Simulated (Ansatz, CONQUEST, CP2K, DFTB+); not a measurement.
# Random packing of Li (88 atoms) in CP2K

Wanted: CP2K inputs and outputs for random packing of Li (88 atoms), checked against a plane-wave reference.

Calculated with CP2K 2026.2; the method is named at each step.

## Step 1: Starting point

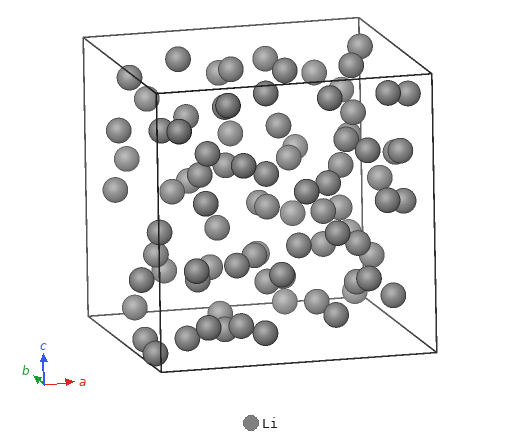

Start, viewed slightly off an axis; lithium grey.

The cell holds 88 atoms: 88 Li. Cell: a = 12.701 Å, b = 12.701 Å, c = 12.701 Å, α = 90.0°, β = 90.0°, γ = 90.0°. 88 atoms (88 Li) packed at random in a cube at 0.495 g/cm³ and pushed apart as soft spheres; a start for melting by ab initio MD, not an equilibrated structure. Then every atom was moved at random, 0.03 Å r.m.s. a Cartesian component.

The yardstick, on the same geometry:

| Item | Value |
| --- | --- |
| method | Kohn-Sham DFT, PBE, PAW, plane waves (Ansatz 0.2.0); cutoff 420 eV, Γ point, fermi-dirac smearing of 0.05 eV; PAW set soft_2 |
| r.m.s. force component | 0.3791 eV/Å |
| longest force | 1.207 eV/Å |
| pressure | 0.9614 GPa |
| SCF cycles | 9 |
| time | 31 s on 4 threads of AMD EPYC 7R43, shared host |
| CPU time | 1.8 min |

## Step 2: PBE, DZVP-MOLOPT-SR, 800/50 Ry, diagonalisation

Method: Kohn-Sham DFT, PBE, GTH-PBE pseudopotentials, Gaussian and plane waves, DZVP-MOLOPT-SR-GTH, diagonalisation.

Input file input.inp:

```
&GLOBAL
  PROJECT cell
  RUN_TYPE ENERGY_FORCE
  PRINT_LEVEL LOW
&END GLOBAL
&FORCE_EVAL
  METHOD QS
  STRESS_TENSOR ANALYTICAL
  &DFT
    BASIS_SET_FILE_NAME BASIS_MOLOPT
    POTENTIAL_FILE_NAME GTH_POTENTIALS
    &MGRID
      CUTOFF 800
      REL_CUTOFF 50
      NGRIDS 5
    &END MGRID
    &QS
      EPS_DEFAULT 1.0E-12
    &END QS
    &SCF
      SCF_GUESS ATOMIC
      EPS_SCF 1.0E-06
      MAX_SCF 200
      ADDED_MOS 35
      &DIAGONALIZATION
        ALGORITHM STANDARD
      &END DIAGONALIZATION
      &SMEAR ON
        METHOD FERMI_DIRAC
        ELECTRONIC_TEMPERATURE [K] 580
      &END SMEAR
      &MIXING
        METHOD BROYDEN_MIXING
        ALPHA 0.15
        NBROYDEN 8
      &END MIXING
      &PRINT
        &RESTART OFF
        &END RESTART
      &END PRINT
    &END SCF
    &XC
      &XC_FUNCTIONAL PBE
      &END XC_FUNCTIONAL
    &END XC
    &PRINT
      &MULLIKEN ON
      &END MULLIKEN
      &HIRSHFELD ON
        SHAPE_FUNCTION DENSITY
      &END HIRSHFELD
      &MO ON
        EIGENVALUES T
        OCCUPATION_NUMBERS T
        MO_INDEX_RANGE 121 144
        &EACH
          QS_SCF 0
        &END EACH
        ADD_LAST NUMERIC
      &END MO
    &END PRINT
  &END DFT
  &SUBSYS
    &CELL
      A 12.70070 0.00000 0.00000
      B 0.00000 12.70070 0.00000
      C 0.00000 0.00000 12.70070
    &END CELL
    &COORD
      SCALED
      Li 0.37755 0.73956 0.20166
      Li 0.65142 0.67250 0.58876
      Li 0.86127 0.11376 0.53318
      Li 0.94755 0.25423 0.67680
      Li 0.46294 0.90187 0.85971
      Li 0.08997 0.03673 0.84976
      Li 0.85476 0.54672 0.76202
      Li 0.25922 0.46198 0.22129
      Li 0.75043 0.95761 0.56245
      Li 0.39157 0.04295 0.10414
      Li 0.58591 0.55524 0.73177
      Li 0.34423 0.42144 0.04505
      Li 0.97092 0.63528 0.50134
      Li 0.54191 0.58078 0.17034
      Li 0.67515 0.22225 0.58630
      Li 0.28609 0.68789 0.75736
      Li 0.15330 0.63136 0.28411
      Li 0.02751 0.18036 0.02942
      Li 0.66700 0.07159 0.43761
      Li 0.55563 0.06481 0.59585
      Li 0.37663 0.63080 0.36477
      Li 0.87340 0.12669 0.91472
      Li 0.89505 0.18582 0.17545
      Li 0.12143 0.81535 0.05978
      Li 0.25638 0.28598 0.70767
      Li 0.59876 0.77272 0.92700
      Li 0.90413 0.62311 0.97939
      Li 0.25002 0.76180 0.47705
      Li 0.34832 0.38690 0.84912
      Li 0.08567 0.69591 0.91089
      Li 0.46416 0.45486 0.29514
      Li 0.95747 0.95774 0.03040
      Li 0.80772 0.38095 0.96712
      Li 0.59034 0.31789 0.34931
      Li 0.17503 0.29819 0.04912
      Li 0.33117 0.07318 0.70255
      Li 0.47205 0.10758 0.29518
      Li 0.64333 0.74739 0.14867
      Li 0.71479 0.44842 0.43737
      Li 0.12290 0.40996 0.77565
      Li 0.80891 0.55617 0.57462
      Li 0.21728 0.17188 0.55473
      Li 0.81979 0.40274 0.18597
      Li 0.35632 0.28700 0.29994
      Li 0.53997 0.55936 0.44335
      Li 0.26708 0.03055 0.93159
      Li 0.45707 0.24412 0.63000
      Li 0.40256 0.59953 0.59323
      Li 0.69454 0.92540 0.01826
      Li 0.79573 0.12707 0.71429
      Li 0.56976 0.39279 0.96310
      Li 0.71904 0.57533 0.08687
      Li 0.56112 0.75054 0.41781
      Li 0.05743 0.81111 0.48688
      Li 0.04203 0.69100 0.72531
      Li 0.99052 0.48643 0.62241
[... 28 atom lines left out ...]
      Li 0.49226 0.86675 0.64744
      Li 0.45630 0.22780 0.92212
      Li 0.71456 0.87336 0.34451
      Li 0.19504 0.87949 0.79008
    &END COORD
    &KIND Li
      BASIS_SET DZVP-MOLOPT-SR-GTH-q3
      POTENTIAL GTH-PBE-q3
    &END KIND
  &END SUBSYS
  &PRINT
    &FORCES ON
    &END FORCES
    &STRESS_TENSOR ON
    &END STRESS_TENSOR
  &END PRINT
&END FORCE_EVAL
```

Command:

```console
$ OMP_NUM_THREADS=2 cp2k.psmp -i input.inp > output.txt
```

Numbers of over 12 decimals in the logs are rounded to 6 here.

What it wrote:

```text
CP2K| version string:                                       CP2K version 2026.2
 CP2K| Input file name                                                 input.inp
 GLOBAL| Basis set file name                                        BASIS_MOLOPT
 GLOBAL| Potential file name                                      GTH_POTENTIALS
 GLOBAL| Run type                                                   ENERGY_FORCE
 GLOBAL| Total number of message passing processes                             1
 GLOBAL| Number of threads for this process                                    2
 TOTAL NUMBERS AND MAXIMUM NUMBERS
  Total number of            - Atomic kinds:                                   1
                             - Atoms:                                         88
                             - Shell sets:                                    88
                             - Shells:                                       352
                             - Primitive Cartesian functions:                440
                             - Cartesian basis functions:                    528
                             - Spherical basis functions:                    528
  Maximum angular momentum of- Orbital basis functions:                        1
                             - Local part of the GTH pseudopotential:          6
 SCF PARAMETERS         Density guess:                                    ATOMIC
                        max_scf:                                             200
                        eps_scf:                                        1.00E-06
                        added MOs                                        35    0
                        Mixing method:                            BROYDEN_MIXING
                                                charge density mixing in g-space
                        Smear method:                                FERMI_DIRAC
                        Electronic temperature [K]:                        580.0
                        Electronic temperature [a.u.]:                  1.84E-03
                        Accuracy threshold:                             1.00E-10
 Extrapolation method: initial_guess
 Number of electrons:                                                        264
 Number of occupied orbitals:                                                132
 Number of molecular orbitals:                                               167
 Number of orbital functions:                                                528
 Number of independent orbital functions:                                    528
 SCF WAVEFUNCTION OPTIMIZATION
  Step     Update method      Time    Convergence         Total energy    Change
     1 NoMix/Diag. 0.15E+00   30.3     0.70776580      -660.8033592117 -6.61E+02
     2 Broy./Diag. 0.15E+00   35.1     0.11407870      -655.9043345043  4.90E+00
     3 Broy./Diag. 0.15E+00   38.5     0.17714951      -656.0961543478 -1.92E-01
     4 Broy./Diag. 0.15E+00   38.4     0.08618974      -656.3516797833 -2.56E-01
[...]
20 Broy./Diag. 0.15E+00   26.6     0.00000124      -656.2621954583 -2.24E-06
    21 Broy./Diag. 0.15E+00   32.0     0.00000037      -656.2621958548 -3.97E-07
  *** SCF run converged in    21 steps ***
  Electronic density on regular grids:       -263.9999999999        0.0000000001
  Core density on regular grids:              263.9999999995       -0.0000000005
  Total charge density on r-space grids:       -0.0000000005
  Total charge density g-space grids:          -0.0000000005
  Overlap energy of the core charge distribution:               2e-14
  Self energy of the core charge distribution:               -558.547688
  Core Hamiltonian energy:                                     27.766106
  Hartree energy:                                              35.192273
  Exchange-correlation energy:                               -160.650235
  Electronic entropic energy:                                  -0.022652
  Fermi energy:                                                 0.0053496
  Total energy:                                              -656.262196
  Total energy (extrapolated to T->0):                       -656.250870
 MO| EIGENVALUES AND OCCUPATION NUMBERS
 MO|
 MO|  Index      Eigenvalue [a.u.]        Eigenvalue [eV]             Occupation
 MO|    121              -0.014739              -0.401068               1.999964
 MO|    122              -0.006997              -0.190403               1.997595
 MO|    123              -0.005698              -0.155046               1.995127
[...]
MO|    143               0.017911               0.487386               0.002140
 MO|    144               0.019968               0.543370               0.000699
 MO| Sum:                                                             264.000000
 MO| E(Fermi):            0.005350 a.u.          0.145570 eV
 !-----------------------------------------------------------------------------!
                     Mulliken Population Analysis
 #  Atom  Element  Kind  Atomic population                           Net charge
       1     Li       1          2.964998                              0.035002
       2     Li       1          2.987314                              0.012686
       3     Li       1          2.978970                              0.021030
[...]
87     Li       1          3.020375                             -0.020375
      88     Li       1          3.029636                             -0.029636
 # Total charge                            264.000000                  0.000000
 !-----------------------------------------------------------------------------!
 !-----------------------------------------------------------------------------!
                           Hirshfeld Charges
  #Atom  Element  Kind  Ref Charge     Population                    Net charge
      1       Li     1       3.000          2.985                         0.015
      2       Li     1       3.000          2.999                         0.001
      3       Li     1       3.000          3.002                        -0.002
[...]
87       Li     1       3.000          3.010                        -0.010
     88       Li     1       3.000          3.001                        -0.001
  Total Charge                                                           -0.000
 !-----------------------------------------------------------------------------!
 ENERGY| Total FORCE_EVAL ( QS ) energy [hartree]           -656.262196
 FORCES| Atomic forces [hartree/bohr]
 FORCES|   Atom     x               y               z               |f|
 FORCES|      1  5.90315403E-04 -3.26577776E-03  3.44248568E-03   4.78168216E-03
 FORCES|      2  5.04625831E-03  1.59574655E-02 -2.02896310E-04   1.67375804E-02
 FORCES|      3  9.86757490E-03 -2.86682228E-03 -1.55359875E-02   1.86267177E-02
[...]
FORCES|     87 -3.15807883E-04 -9.20141516E-04 -1.22715950E-03   1.56598706E-03
 FORCES|     88  3.42615103E-03 -7.68069071E-03 -6.00207720E-03   1.03323014E-02
 FORCES| Sum     6.02969092E-06  3.95671803E-06  1.74190851E-06
 FORCES| Total atomic force                                       7.41936894E-06
 STRESS| Analytical stress tensor [bar]
 STRESS|                        x                   y                   z
 STRESS|      x        1.64009800290E+04   1.56754847105E+03   7.51984960903E+02
 STRESS|      y        1.56754847105E+03   1.90261567756E+04   2.21765179800E+02
 STRESS|      z        7.51984960903E+02   2.21765179800E+02   6.93900734389E+03
 STRESS| 1/3 Trace                                             1.41220480495E+04
```

Wall time 15 min (2 threads of AMD EPYC 7R43, shared host); peak memory 7.6 GiB; 25 min of CPU time.

Banners, paths, timers and routine set-up lines are dropped from the logs unmarked, and long logs keep their key lines alone; longer cuts are marked.

Against the reference:

```yaml
r_m_s_force_component: 0.4153 eV/Å
r_m_s_difference_of_force_components: 39.01 meV/Å
longest_difference_of_force_vectors: 130.7 meV/Å
force_difference_over_r_m_s_force: 10.29 %
slope_of_forces_against_the_reference_s: 1.095
correlation_of_force_components: 0.9993
pressure: 1.412 GPa
pressure_difference: 0.4508 GPa
```

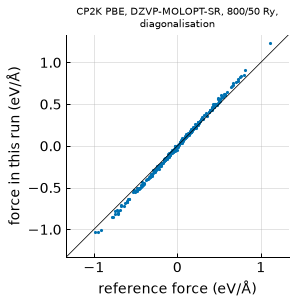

Force components against those of the reference; the line marks equality.

The surroundings of Li73, whose charge lies farthest from its element's mean, nearest first, numbered as they follow in the input and with coordinates relative to it.

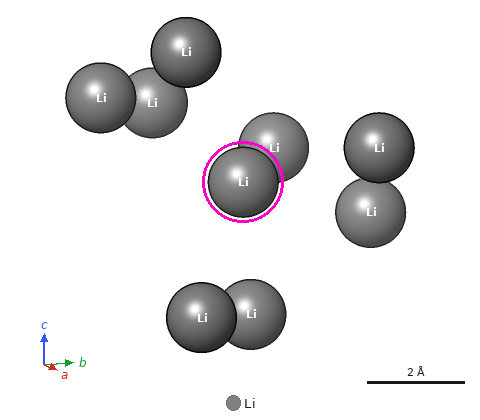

The atoms of the table, within 3.9 Å (arrows a, b, c point along x, y, z); some may hide others; the central atom is ringed.

```tsv
atom	x	y	z	distance (Å)	bonds	Hirshfeld charge (e)	Fx	Fy	Fz (eV/Å)
Li73	0.00	0.00	0.00	0.00	2	0.09	0.48	-0.33	0.29
Li67	-2.06	1.38	0.31	2.50	6	-0.04	0.09	0.25	0.47
Li32	0.26	0.08	-2.73	2.74	4	0.03	-0.20	0.03	-0.26
Li23	-0.53	2.97	-0.89	3.15	6	-0.04	0.00	-0.19	-0.48
Li87	-2.82	-1.00	1.26	3.25	5	-0.01	-0.02	-0.05	-0.06
Li68	-1.11	-2.73	1.74	3.42	4	-0.02	-0.05	0.56	0.51
Li60	2.87	1.97	1.07	3.64	1	0.07	-0.14	0.06	0.15
Li24	2.34	-1.73	-2.36	3.75	3	0.04	0.21	-0.08	0.08
Li54	1.53	-1.79	3.07	3.87	4	0.01	-0.16	0.34	-0.50
```

Forces lie 10 % from the reference's, at 14 times its CPU time (on 2 against 4 cores).

Further runs of this program without a result: CP2K PBE+rVV10L, DZVP-MOLOPT-SR, 800/50 Ry, diagonalisation (cut off at its time limit).

## Step 3: What came out

| Item | Value |
| --- | --- |
| force difference from the reference | CP2K PBE, DZVP-MOLOPT-SR, 800/50 Ry, diagonalisation, 10 % |
| its CPU time | 25 min |

The PBE run in local orbitals differs by 10 % (CP2K PBE, DZVP-MOLOPT-SR, 800/50 Ry, diagonalisation); basis, grid and potentials can all enter. The electronic-structure runs sample only Γ, in a cell whose shortest periodic width is 13 Å, which is coarse for a cell with partly filled levels.

[Also dropped from logs without a mark: logging warnings of Python, and SIESTA's first energy breakdown and zero terms.]

[Logs are printed without paths, hosts, clocks, repeated set-up lines and the standing remarks that a program may print on its own settings, such as how far it seeks lower states.]

[Hosts, paths, dates, database ids (printed as entryN), source tags and the programs' standing remarks are cut or masked in the printed files.]
